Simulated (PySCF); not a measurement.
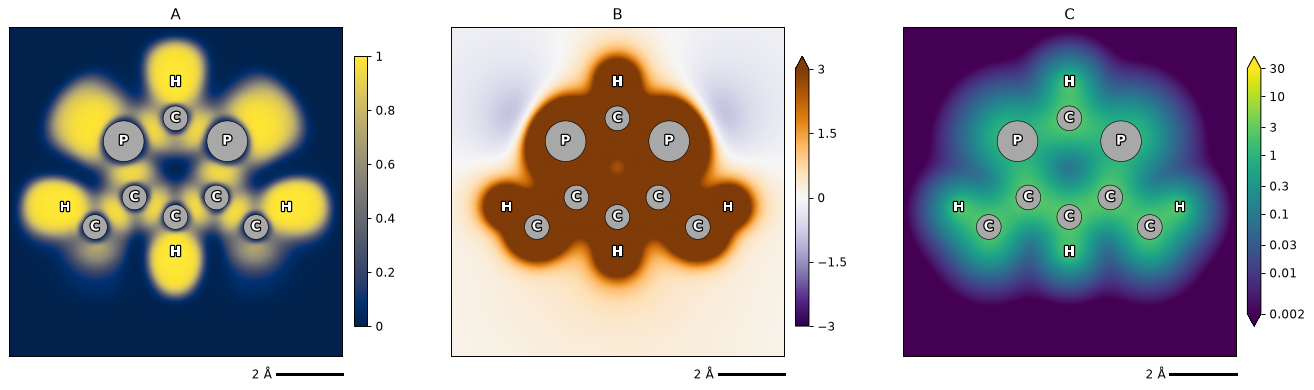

C6H8P2 (SMILES Cc1cc(C)pcp1): 3 fields on the plane of atoms P8, C7 and H16, with unlabelled colour scales. Grey discs cover the atomic cores.

Geometry: GFN2-xTB.

The calculation used PySCF, wB97X-D/def2-SVPD, SCF density, gas phase.

**The panels show electron density, electron localisation function and electrostatic potential in some order. Assign them.**

Panel A: electron localisation function. Panel B: electrostatic potential (strongly positive close to the atoms, with negative regions outside electron-rich atoms). Panel C: electron density. From the grid: C–C (1.38 Å): the density is about 2.1 e/Å³ at the midpoint; the ELF peaks at about 0.95 between the atoms; localised, covalent bonding. C–P (1.73 Å): ρ is about 1.3 e/Å³ halfway; the ELF peaks at about 0.95 between the atoms; localised, covalent bonding.
